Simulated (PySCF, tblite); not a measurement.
# C3H10B2FN: geometry, infrared bands and NMR shifts

Wanted: the infrared bands and NMR shifts of C3H10B2FN (`BN(BF)CCC`), by calculation.

Computed with tblite 0.8.0 and PySCF 2.14.0, with density-fitted response routines of our own, on a single molecule in the gas phase. Atoms count from 0, in the outputs and in this text.

### Step 1. The molecule as given

17 atoms, charge 0, multiplicity 1; geometry from: force field or distance geometry start.

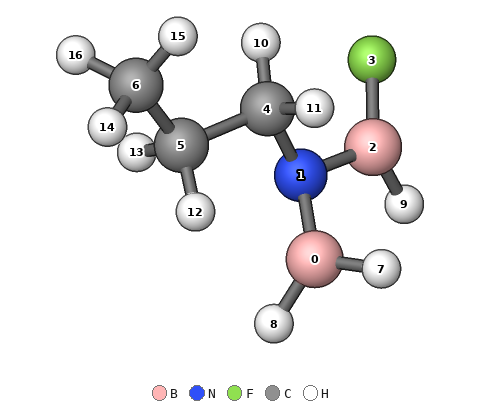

As it starts; boron pink, nitrogen blue, fluorine green, carbon grey, hydrogen white, atoms numbered.

### Step 2. Geometry optimisation with GFN2-xTB

The job: settings as JSON, then the geometry in Å.

```
{"job": {"kind": "relax", "xc": "GFN2-xTB", "basis": "xTB"}, "charge": 0, "multiplicity": 1}
B     -1.420600    -1.303200     0.203300
N     -1.267200     0.170100    -0.024300
B     -2.343600     0.853200    -0.772700
F     -2.212800     2.258000    -1.213600
C      0.075400     0.415300    -0.478400
C      0.994500    -0.099500     0.615900
C      2.448300     0.067100     0.331200
H     -1.693300    -1.991400    -0.705600
H     -1.668900    -1.703900     1.289800
H     -3.480800     0.597400    -0.432900
H      0.272800     1.450600    -0.768500
H      0.251000    -0.298500    -1.342900
H      0.722600    -1.157500     0.825000
H      0.753900     0.535700     1.505500
H      2.980800    -0.841200     0.707200
H      2.721100     0.158700    -0.717500
H      2.859900     0.901000     0.968600
```

On the command line:

```console
$ OMP_NUM_THREADS=1 python probes_run.py task.json out
```

The driver reads the jobs from task.json and runs them one after another.

**Question.** This job is followed by: GFN2-xTB harmonic vibrations, gas phase; GIAO PBE0/pcSseg-1 NMR shielding, non-relativistic, gas phase. Predict these results of the whole session: strongest single infrared mode (GFN2-xTB); zero-point energy (GFN2-xTB); ¹³C shifts against TMS (PBE0/pcSseg-1); ¹H shifts against TMS (PBE0/pcSseg-1, means over atoms taken as alike); ¹¹B shifts against BF3·OEt2 (PBE0/pcSseg-1); ¹⁵N shifts against NH3 (PBE0/pcSseg-1); ¹⁹F shifts against CFCl3 (PBE0/pcSseg-1); surface potential, least and greatest.

As calculated:

| quantity | value |
| --- | --- |
| strongest single infrared mode (GFN2-xTB) | 1387 cm⁻¹, 537 km/mol |
| zero-point energy (GFN2-xTB) | 85.9 kcal/mol |
| ¹³C shifts against TMS (PBE0/pcSseg-1) | 56.2, 34.7, 13.9 ppm |
| ¹H shifts against TMS (PBE0/pcSseg-1, means over atoms taken as alike) | 5.49, 4.74, 3.44, 1.53, 1.03 ppm |
| ¹¹B shifts against BF3·OEt2 (PBE0/pcSseg-1) | 51.3, 33.4 ppm |
| ¹⁵N shifts against NH3 (PBE0/pcSseg-1) | 198.2 ppm |
| ¹⁹F shifts against CFCl3 (PBE0/pcSseg-1) | -77.7 ppm |
| surface potential, least and greatest | -0.81 V and 1.09 V |

**Reading.** Relaxing lowered the energy by 2.094 eV in 127 steps; the close pair that moved most is B2–F3, from 1.478 to 1.328 Å. No mode is imaginary among the 45: a minimum at this level. The strongest single mode, at 1387 cm⁻¹, has its largest shares on N1, B2 and B0 (the list is cut at 3 atoms). GFN2-xTB is a fitted tight-binding method: band positions and strengths are rough. Its intensities can rank the bands wrongly. The most deshielded carbon is C4 (sp3 CH2 bonded to N), at 56.2 ppm: pulled downfield by the heteroatom. At PBE0/pcSseg-1: Shielding is most anisotropic at F3 (span 367 ppm, paramagnetic term -223 ppm). By nearest atom (PBE0/pcSseg-1), the HOMO sits on N1 41 %; C5 12 % and the LUMO on B0 39 %; B2 19 %.
